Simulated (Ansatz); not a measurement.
# N₂H (doublet): correlated methods under varied settings at angle N2–N1–H3 = 88.5°

Aim: run N₂H (doublet) at one geometry under a spread of methods and options, and see what each costs and gives.

Computed with Ansatz 0.2.0, Gaussian basis. Level: the settings change from run to run.

15 further runs of the same task are left out: 1 for a known fault of the program, 12 that didn't finish, 2 set aside as unsound or not needed.

### 1 The system

The geometry derives from a PBE0/def2-TZVP stationary point (not a proven minimum). One angle is set to the value named; bond lengths are kept.

3 atoms, charge 0, spin multiplicity 2.

Atoms are counted from 1 here; the program's logs count them from 0.

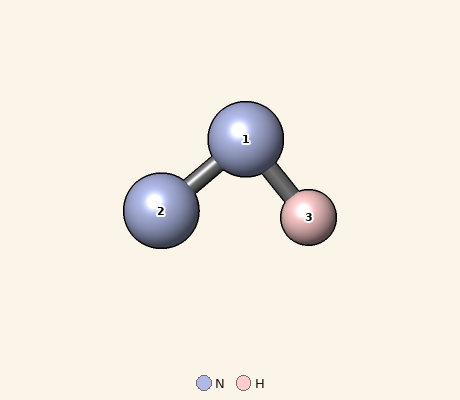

The geometry (nitrogen light blue, hydrogen pink); atoms are numbered from 1 in the order of the file.

### 2 NEVPT4(SD)(5,3)/cc-pVDZ

in.yaml reads:

```yaml
crystal:
  periodic: [false, false, false]
  atoms:
    - {symbol: N, position_ang: [0.000000, -0.269199, 0.495912]}
    - {symbol: N, position_ang: [0.000000, 0.218726, -0.561631]}
    - {symbol: H, position_ang: [0.000000, 0.701397, 0.913263]}
basis:
  gaussian: {orbitals: cc-pVDZ}
magnetization: {spin_polarized: false, initial_magnetization: 1}
correlation: {method: fic_nevpt4_sd, electrons: outside_noble_gas, active_space: {window: {electrons: 5, orbitals: 3}}}
accuracy: high
```

Launch:

```bash
$ ansatz run in.yaml --threads 1 --pin off --events-out ev --progress --plain --max-ram 2393MiB
```

The program printed:

```text
Functional definition: HF
  name "HF"
  cite "Fock, Z. Phys. 61, 126 (1930) doi:10.1007/BF01340294"
  parent pbe
  exchange = exact_x
  correlation = 0
690 factors; integrals over basis functions are off by at most 2.8e-9 eV
mean field evaluation 1: about -2976.4635 eV, gradient 1.3e1 eV
mean field evaluation 2: about -2976.4680 eV, gradient 1.3e1 eV
mean field evaluation 4: about -2977.1470 eV, gradient 2.6e0 eV
mean field evaluation 8: about -2977.1885 eV, gradient 1.1e-1 eV
mean field -2977.18864778 eV, -109.4096647950 hartree, gradient 2.9e-8 eV, S^2 0.750000; 0 other end points of the search recorded, 0 dependent functions left out
reference -2977.18864778 eV, -109.4096647950 hartree; 8, 7 occupied and 25, 26 virtual orbitals, 690 factors
state -2977.18864778 eV, -109.4096647950 hartree
state -2977.18864778 eV, -109.4096647950 hartree; corrected -2985.93516404 eV, -109.7310933391 hartree
WARN: 2 active orbitals are nearly empty or full. The corrections depend on them more than the energy does, and are more stable in an active space without them
Total energy: -2985.93516404 eV, -109.7310933391 hartree
```

Run time: 0.81 s. Hardware: 1 thread of Arm Neoverse V1, shared host.

From the report: 2 determinants; active occupations 2.00, 2.00, 1.00. The report marks this result as in doubt.

### 3 BCCD/cc-pVDZ

Edit in.yaml of step 2 so:

```diff
@@ -9,3 +9,4 @@
 magnetization: {spin_polarized: false, initial_magnetization: 1}
-correlation: {method: fic_nevpt4_sd, electrons: outside_noble_gas, active_space: {window: {electrons: 5, orbitals: 3}}}
+hamiltonian: {xc: {name: r2SCAN}}
+correlation: {method: bccd, electrons: all}
 accuracy: high
```

Same command.

The program printed, cut to the lines that bear on the results:

```text
Functional definition: r2SCAN
  name "r2SCAN"
  cite "Furness, Kaplan, Ning, Perdew & Sun, J. Phys. Chem. Lett. 11, 8208 (2020) doi:10.1021/acs.jpclett.0c02405"
  cite "Furness, Kaplan, Ning, Perdew & Sun, J. Phys. Chem. Lett. 11, 9248 (2020) doi:10.1021/acs.jpclett.0c03077"
  parent r2scan
[...]
690 factors; integrals over basis functions are off by at most 2.8e-9 eV
[...]
mean field -2992.03162913 eV, -109.9551342986 hartree, gradient 7.8e-9 eV, S^2 0.750000; 0 other end points of the search recorded, 0 dependent functions left out
[...]
reference -2976.89388374 eV, -109.3988324163 hartree; 8, 7 occupied and 25, 26 virtual orbitals, 690 factors
second order -8.67285679 eV of doubles, -0.32008395 eV of singles
cycle   1  -8.69731832 eV  change    2.9e-1 eV  update   7.6e-2
[...]
cycle  24  -9.02662931 eV  change   4.5e-10 eV  update   1.8e-9
Total energy: -2985.92051305 eV, -109.7305549249 hartree
```

It took 5.5 s on 1 thread of Arm Neoverse V1, shared host.

From the report: correlation -9.0266 eV; largest double amplitude 0.12.

### 4 CCSDT on ROHF/STO-3G

Edit in.yaml of step 3 so:

```diff
@@ -7,6 +7,5 @@
 basis:
-  gaussian: {orbitals: cc-pVDZ}
+  gaussian: {orbitals: STO-3G}
 magnetization: {spin_polarized: false, initial_magnetization: 1}
-hamiltonian: {xc: {name: r2SCAN}}
-correlation: {method: bccd, electrons: all}
-accuracy: high
+correlation: {method: ccsdt, electrons: all}
+output: {forces: true}
```

The command is unchanged.

The program printed, cut to the lines that bear on the results:

```text
Functional definition: HF
  name "HF"
  cite "Fock, Z. Phys. 61, 126 (1930) doi:10.1007/BF01340294"
  parent pbe
[...]
168 factors; integrals over basis functions are off by at most 2.4e-8 eV
[...]
mean field -2937.51319193 eV, -107.9516186853 hartree, gradient 1.4e-6 eV, S^2 0.750000; 1 other end points of the search recorded, 0 dependent functions left out
determinant -2937.51319193 eV, -107.9516186853 hartree, with singles and doubles -2941.04810734 eV, -108.0815244309 hartree
determinant -2935.24831570 eV, -107.8683860192 hartree, with singles and doubles -2938.38739243 eV, -107.9837449614 hartree
reference -2937.51319193 eV, -107.9516186853 hartree; 8, 7 occupied and 3, 4 virtual orbitals, 168 factors
second order -2.98238080 eV of doubles, -0.02395614 eV of singles
cycle   1  -3.28321802 eV  change   -2.8e-1 eV  update   6.8e-2
[...]
cycle  15  -3.59994382 eV  change    2.7e-7 eV  update   3.2e-7
[...]
Total energy: -2941.11313575 eV, -108.0839141807 hartree
Atom 0 at     0.000000    -0.269199     0.495912 Å, force    -0.000000    -5.126310    11.526422 eV/Å
Atom 1 at     0.000000     0.218726    -0.561631 Å, force     0.000000     3.741590   -16.177727 eV/Å
Atom 2 at     0.000000     0.701397     0.913263 Å, force    -0.000000     1.384719     4.651305 eV/Å
Dipole moment:    -0.000000     0.210972     0.189539 e Å
```

Wall time 1.2 s (1 thread of Arm Neoverse V1, shared host).

From the report: correlation -3.5999 eV; T1 0.017; largest double amplitude 0.17.

### 5 BCCD(T) on ROHF/def2-SVP

Edit in.yaml of step 4 so:

```diff
@@ -7,5 +7,6 @@
 basis:
-  gaussian: {orbitals: STO-3G}
+  gaussian: {orbitals: def2-SVP}
 magnetization: {spin_polarized: false, initial_magnetization: 1}
-correlation: {method: ccsdt, electrons: all}
+correlation: {method: bccd_t, electrons: valence}
+scf: {lower_state_search: light}
 output: {forces: true}
```

Same command.

The program printed, cut to the lines that bear on the results:

```text
Functional definition: HF
  name "HF"
  cite "Fock, Z. Phys. 61, 126 (1930) doi:10.1007/BF01340294"
  parent pbe
[...]
335 factors; integrals over basis functions are off by at most 1.6e-3 eV
[...]
mean field -2974.44140517 eV, -109.3087054913 hartree, gradient 1.3e-6 eV, S^2 0.750000; 1 other end points of the search recorded, 0 dependent functions left out
determinant -2974.44140517 eV, -109.3087054913 hartree, with singles and doubles -2983.11283617 eV, -109.6273747028 hartree
determinant -2972.44643590 eV, -109.2353917226 hartree, with singles and doubles -2981.00478087 eV, -109.5499050995 hartree
2 core orbitals not correlated: weight in the atoms' cores, before any rotation towards them, 1.000 or more for the frozen orbitals, at most 0.000 for the correlated occupied ones
reference -2974.44140517 eV, -109.3087054913 hartree; 6, 5 occupied and 25, 26 virtual orbitals, 335 factors
second order -8.15085664 eV of doubles, -0.09828355 eV of singles
cycle   1  -8.64688030 eV  change    2.5e-2 eV  update   8.7e-3
[...]
cycle  12  -8.65031890 eV  change    1.1e-7 eV  update   5.5e-7
perturbative correction -0.32337877 eV, -0.0118839505 hartree
[...]
Total energy: -2983.41510284 eV, -109.6384827981 hartree
Atom 0 at     0.000000    -0.269199     0.495912 Å, force    -0.000000     0.392584     3.116455 eV/Å
Atom 1 at     0.000000     0.218726    -0.561631 Å, force     0.000000     0.051154    -5.771069 eV/Å
Atom 2 at     0.000000     0.701397     0.913263 Å, force     0.000000    -0.443738     2.654614 eV/Å
Dipole moment:    -0.000000     0.211292     0.239760 e Å
```

It took 2.6 s on 1 thread of Arm Neoverse V1, shared host.

From the report: correlation -8.9737 eV; largest double amplitude 0.12.

### 6 All runs side by side

Where basis and cores are those of an earlier UCCSDT(Q)/cc-pVDZ run (-2986.1744 eV), and the state is the same kind, the miss against it is given. † marks a result that the program doubts.

```tsv
level	correlated	functions	energy (eV)	from UCCSDT(Q) (meV)	time
NEVPT4(SD)(5,3)/cc-pVDZ †	outside noble gas	33	-2985.9352	239.2	0.81 s
BCCD/cc-pVDZ (on r2SCAN orbitals)	all	33	-2985.9205		5.5 s
CCSDT on ROHF/STO-3G	all	11	-2941.1131		1.2 s
BCCD(T) on ROHF/def2-SVP	valence	33	-2983.4151		2.6 s
```

### 7 What came out

```
quantity                                     value
    runs                                         4
quickest         NEVPT4(SD)(5,3)/cc-pVDZ †, 0.81 s
 slowest  BCCD/cc-pVDZ (on r2SCAN orbitals), 5.5 s
```

What this shows: Total energies in different bases, with other cores or another treatment of relativity can't be set against each other. BCCD/cc-pVDZ (on r2SCAN orbitals) took 7 times as long as NEVPT4(SD)(5,3)/cc-pVDZ †; the jobs differ in more than the method.
